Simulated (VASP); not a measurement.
Band structure of PtTe₂ (1T layered). Computed with rev-vdW-DF2, VASP's PBE PAW potentials (set 64) (plane waves; VASP).

Unless said otherwise, spin-orbit coupling is left out, though it shifts the bands of the heavy elements here.

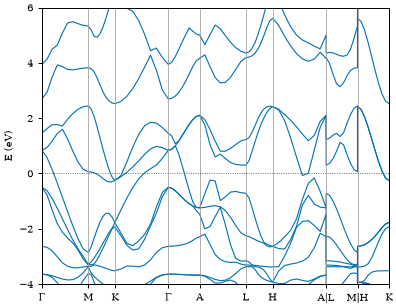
Bands along high-symmetry lines, zero at the valence-band maximum or, without a gap, the Fermi level

### Question
Read the plot: is there a gap, and where are the band edges?

### Answer
It has no gap at this level: it comes out as a metal or semimetal. (Edges off the drawn lines would not show.)

The compound is PtTe2 in the 1T layered structure. It was relaxed first.
